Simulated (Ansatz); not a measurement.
## Geometry relaxation of C₈H₁₈GeO₃ (part 2 of 2)

The same run, continued: C₈H₁₈GeO₃ (Ge(vinyl)(OEt)3); RKS r2SCAN-D4/def2-SVP (Ansatz 0.2.0). The geometry: GFN2-xTB start.

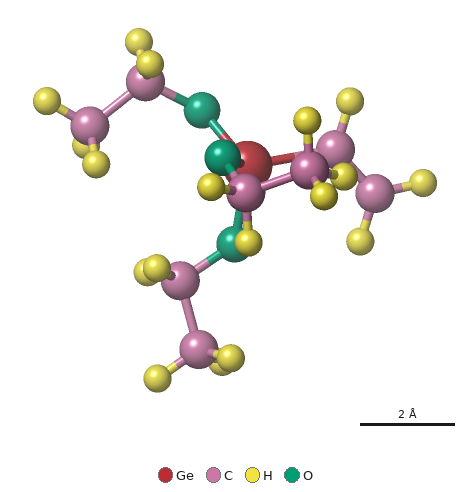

Fig. 1: The geometry at step 1 of the log (ball-and-stick view, seen at a tilt).

**What the program printed, continued**
```
relax step  20: F+E_penalty+E_count = -71223.71334795 eV  Δ(F+E_penalty+E_count) = -5.565e-5 eV  max|allowed force component| = 2.881e-2 eV/Å  Δτ_max = 0.0158 Å  (23 SCF iters, accepted)
these checks for a lower state are left out or cut short: stability, starts, cluster_reference, orbital_swaps, neighbouring_geometries, increment
3088 factors; their error is unknown
mean field evaluation 160: about -71223.6105 eV, gradient 1.5e0 eV
mean field -71223.47438819 eV, -2617.4144067613 hartree, gradient 1.5e-6 eV, S^2 0.000000; 0 other end points of the search recorded, 0 dependent functions left out
the calculation of the forces begins
reference -71223.47440537 eV, -2617.4144073924 hartree; 61, 61 occupied and 215, 215 virtual orbitals, 3088 factors
relax step  21: F+E_penalty+E_count = -71223.71347819 eV  Δ(F+E_penalty+E_count) = -1.302e-4 eV  max|allowed force component| = 1.443e-2 eV/Å  Δτ_max = 0.0386 Å  (22 SCF iters, accepted)
Total energy: -71223.71349537 eV, -2617.4231937877 hartree
Atom 0 at     0.302337     0.058632     0.868254 Å, force     0.000753     0.001342    -0.000927 eV/Å
Atom 1 at    -0.463497    -0.006885     2.626375 Å, force     0.002389     0.004886    -0.001339 eV/Å
Atom 2 at    -1.201627    -1.051710     3.025429 Å, force    -0.005062    -0.004273     0.002660 eV/Å
Atom 3 at    -0.288906     0.839515     3.302419 Å, force     0.000133    -0.000411    -0.000494 eV/Å
Atom 4 at    -1.376749    -1.908330     2.365079 Å, force     0.001619    -0.000032     0.000905 eV/Å
Atom 5 at    -1.648104    -1.091872     4.026605 Å, force     0.002107    -0.000559    -0.000844 eV/Å
Atom 6 at     2.029318     0.417739     0.907383 Å, force     0.001038     0.001936    -0.009198 eV/Å
Atom 7 at     2.639737     1.391639     0.066215 Å, force    -0.003353     0.000514     0.006628 eV/Å
Atom 8 at     2.820001     0.899128    -1.356719 Å, force     0.002999    -0.001839    -0.002260 eV/Å
Atom 9 at     2.053544     2.329182     0.065977 Å, force     0.002098    -0.004705    -0.001054 eV/Å
Atom 10 at     3.620963     1.612198     0.521879 Å, force    -0.001426    -0.000576    -0.001631 eV/Å
Atom 11 at     3.374535     1.639197    -1.956703 Å, force    -0.001561    -0.001814     0.002938 eV/Å
Atom 12 at     3.380768    -0.049100    -1.371644 Å, force    -0.002035     0.004165     0.000489 eV/Å
Atom 13 at     1.840668     0.740776    -1.835656 Å, force     0.001124     0.000276     0.001746 eV/Å
Atom 14 at    -0.348324     1.296670    -0.237093 Å, force    -0.014428    -0.002778     0.000195 eV/Å
Atom 15 at    -1.736922     1.303040    -0.546522 Å, force     0.013715    -0.006225    -0.002082 eV/Å
Atom 16 at    -2.501408     2.260777     0.348031 Å, force    -0.001554     0.005608     0.002121 eV/Å
Atom 17 at    -1.831448     1.611574    -1.603785 Å, force    -0.000437     0.000124     0.006008 eV/Å
Atom 18 at    -2.164344     0.281749    -0.473917 Å, force     0.001489     0.009198    -0.000928 eV/Å
Atom 19 at    -3.562158     2.313055     0.053512 Å, force     0.002634    -0.001133    -0.000520 eV/Å
Atom 20 at    -2.454094     1.937805     1.400585 Å, force     0.000101     0.000177    -0.003781 eV/Å
Atom 21 at    -2.070557     3.271926     0.279423 Å, force    -0.001427    -0.006867    -0.000193 eV/Å
Atom 22 at    -0.063175    -1.536152     0.178284 Å, force    -0.001228     0.000454    -0.006105 eV/Å
Atom 23 at     0.278497    -1.855107    -1.163093 Å, force     0.005715     0.002871     0.001181 eV/Å
Atom 24 at    -0.361887    -3.177952    -1.524815 Å, force    -0.004697    -0.003151     0.003371 eV/Å
Atom 25 at    -0.067577    -1.059357    -1.853844 Å, force     0.001379    -0.003258     0.002760 eV/Å
Atom 26 at     1.379224    -1.919437    -1.271704 Å, force    -0.006362     0.001734     0.000801 eV/Å
Atom 27 at    -0.107200    -3.467257    -2.556559 Å, force     0.000107     0.001664     0.001563 eV/Å
Atom 28 at    -0.013632    -3.969462    -0.843341 Å, force    -0.001964     0.003268    -0.001876 eV/Å
Atom 29 at    -1.458013    -3.111982    -1.440068 Å, force     0.006132    -0.000594    -0.000133 eV/Å
Dipole moment:    -0.279859     0.081092    -0.085917 e Å
Checks for a lower state left out: stability, starts, cluster_reference, orbital_swaps, neighbouring_geometries, increment
```

**Trajectory as extended XYZ (Å, eV, eV/Å), 3 of the 21 frames kept, from step=1 to step=21**
```
30
Properties=species:S:1:pos:R:3:forces:R:3 step=1 energy=-71223.55416
Ge    0.3021    0.1736    0.8212   -0.5655  -0.0281   0.3058
C    -0.3814    0.0286    2.6575    0.7151   0.7147  -1.3716
C    -1.0497   -1.0142    3.1125   -0.2255  -0.4329   0.0767
H    -0.1707    0.8769    3.2936    0.1020   0.4555   0.3854
H    -1.2509   -1.8627    2.4806   -0.1522  -0.5763  -0.3901
H    -1.4079   -1.0637    4.1304   -0.1890  -0.0135   0.5735
O     1.9754    0.6812    0.9205    0.1992  -0.1069   0.2200
C     2.7042    1.5062    0.0302   -0.1095  -0.4214  -0.1762
C     3.0651    0.7920   -1.2635   -0.2333   0.2564   0.6534
H     2.1331    2.4114   -0.1970   -0.1339   0.3695  -0.0482
H     3.6128    1.7858    0.5757    0.2175   0.1789   0.0631
H     3.6926    1.4320   -1.8791    0.2644   0.2322  -0.3520
H     3.5982   -0.1299   -1.0438    0.2562  -0.4027   0.0450
H     2.1552    0.5503   -1.8099   -0.3350  -0.0994  -0.3283
O    -0.4299    1.3694   -0.2928    0.5153  -0.0551   0.2827
C    -1.7800    1.3859   -0.7011    0.0088   0.1736   0.3776
C    -2.7046    1.9511    0.3674    0.4763  -0.2798  -0.4310
H    -1.8086    2.0199   -1.5954   -0.1186   0.0597  -0.2761
H    -2.1134    0.3785   -0.9790   -0.1385  -0.3340  -0.2007
H    -3.7213    2.0086   -0.0137   -0.4898   0.0428  -0.0818
H    -2.6858    1.3095    1.2472   -0.0945  -0.2045   0.3851
H    -2.3729    2.9457    0.6551    0.1020   0.4418   0.1482
O     0.0567   -1.4391    0.1314   -0.1529  -0.1123   0.2482
C     0.2891   -1.8591   -1.1991   -0.3594  -0.1696   0.2312
C    -0.6178   -3.0429   -1.5051    0.4514   0.5929   0.1521
H     0.0886   -1.0444   -1.9074    0.0020   0.2592  -0.2333
H     1.3397   -2.1547   -1.3073    0.3391  -0.0456  -0.1140
H    -0.4361   -3.3980   -2.5162    0.0379  -0.2171  -0.4505
H    -0.4213   -3.8479   -0.8019    0.0662  -0.3795   0.2837
H    -1.6607   -2.7498   -1.4113   -0.4557   0.1014   0.0221
30
Properties=species:S:1:pos:R:3:forces:R:3 step=11 energy=-71223.71080
Ge    0.3266    0.0998    0.8919   -0.0008   0.0018   0.0027
C    -0.4202    0.0198    2.6567   -0.0019   0.0099   0.0043
C    -1.0984   -1.0558    3.0794   -0.0046  -0.0150   0.0166
H    -0.2750    0.8812    3.3211   -0.0051  -0.0073  -0.0066
H    -1.2399   -1.9290    2.4323   -0.0040   0.0124   0.0003
H    -1.5245   -1.1067    4.0892    0.0026   0.0000  -0.0115
O     2.0403    0.5109    0.9529    0.0324   0.0108  -0.0041
C     2.6596    1.4360    0.0659   -0.0074  -0.0015  -0.0256
C     2.8907    0.8504   -1.3154    0.0093   0.0071   0.0243
H     2.0590    2.3616   -0.0149    0.0118  -0.0259   0.0039
H     3.6237    1.7036    0.5337   -0.0094  -0.0032  -0.0101
H     3.4614    1.5528   -1.9455   -0.0089  -0.0112   0.0105
H     3.4563   -0.0933   -1.2465   -0.0140   0.0225  -0.0040
H     1.9296    0.6522   -1.8164    0.0070   0.0001   0.0071
O    -0.3422    1.3133   -0.2284    0.0051   0.0027  -0.0092
C    -1.7109    1.2569   -0.6061   -0.0674   0.0024   0.0275
C    -2.5780    2.1188    0.2979    0.0503  -0.0172  -0.0299
H    -1.7731    1.6172   -1.6504   -0.0007  -0.0122   0.0381
H    -2.0798    0.2089   -0.6057    0.0146   0.0565  -0.0053
H    -3.6236    2.1235   -0.0508    0.0060   0.0045   0.0057
H    -2.5638    1.7396    1.3334    0.0013   0.0125  -0.0284
H    -2.2072    3.1570    0.3059   -0.0146  -0.0456  -0.0016
O    -0.0085   -1.5044    0.2077   -0.0081  -0.0076  -0.0064
C     0.2801   -1.8182   -1.1464    0.0107  -0.0037  -0.0174
C    -0.5148   -3.0449   -1.5429   -0.0067   0.0117   0.0184
H     0.0250   -0.9667   -1.8099   -0.0002  -0.0125   0.0031
H     1.3652   -2.0077   -1.2691   -0.0157   0.0042   0.0042
H    -0.2975   -3.3345   -2.5829    0.0036   0.0030  -0.0029
H    -0.2645   -3.8915   -0.8849    0.0025   0.0045  -0.0014
H    -1.5955   -2.8508   -1.4519    0.0120  -0.0038  -0.0025
30
Properties=species:S:1:pos:R:3:forces:R:3 step=21 energy=-71223.71348
Ge    0.3023    0.0586    0.8683    0.0008   0.0013  -0.0009
C    -0.4635   -0.0069    2.6264    0.0024   0.0049  -0.0013
C    -1.2016   -1.0517    3.0254   -0.0051  -0.0043   0.0027
H    -0.2889    0.8395    3.3024    0.0001  -0.0004  -0.0005
H    -1.3767   -1.9083    2.3651    0.0016   0.0000   0.0009
H    -1.6481   -1.0919    4.0266    0.0021  -0.0006  -0.0008
O     2.0293    0.4177    0.9074    0.0010   0.0019  -0.0092
C     2.6397    1.3916    0.0662   -0.0034   0.0005   0.0066
C     2.8200    0.8991   -1.3567    0.0030  -0.0018  -0.0023
H     2.0535    2.3292    0.0660    0.0021  -0.0047  -0.0011
H     3.6210    1.6122    0.5219   -0.0014  -0.0006  -0.0016
H     3.3745    1.6392   -1.9567   -0.0016  -0.0018   0.0029
H     3.3808   -0.0491   -1.3716   -0.0020   0.0042   0.0005
H     1.8407    0.7408   -1.8357    0.0011   0.0003   0.0017
O    -0.3483    1.2967   -0.2371   -0.0144  -0.0028   0.0002
C    -1.7369    1.3030   -0.5465    0.0137  -0.0062  -0.0021
C    -2.5014    2.2608    0.3480   -0.0016   0.0056   0.0021
H    -1.8314    1.6116   -1.6038   -0.0004   0.0001   0.0060
H    -2.1643    0.2817   -0.4739    0.0015   0.0092  -0.0009
H    -3.5622    2.3131    0.0535    0.0026  -0.0011  -0.0005
H    -2.4541    1.9378    1.4006    0.0001   0.0002  -0.0038
H    -2.0706    3.2719    0.2794   -0.0014  -0.0069  -0.0002
O    -0.0632   -1.5362    0.1783   -0.0012   0.0005  -0.0061
C     0.2785   -1.8551   -1.1631    0.0057   0.0029   0.0012
C    -0.3619   -3.1780   -1.5248   -0.0047  -0.0032   0.0034
H    -0.0676   -1.0594   -1.8538    0.0014  -0.0033   0.0028
H     1.3792   -1.9194   -1.2717   -0.0064   0.0017   0.0008
H    -0.1072   -3.4673   -2.5566    0.0001   0.0017   0.0016
H    -0.0136   -3.9695   -0.8433   -0.0020   0.0033  -0.0019
H    -1.4580   -3.1120   -1.4401    0.0061  -0.0006  -0.0001
```

**Key numbers**

```csv
quantity,value
outcome,converged
total energy,−71223.7135 eV
mean-field energy,−71223.4744 eV
dispersion energy,−0.2391 eV
HOMO,−6.38 eV
LUMO,−1.36 eV
largest force (length of the vector) at the end,0.015 eV/Å
dipole moment,1.46 D
hardware,"4 threads of Arm Neoverse V2, 23 GiB of memory available, shared host"
wall time,2.7 min (CPU time 10 min)
peak memory,0.58 GiB
```
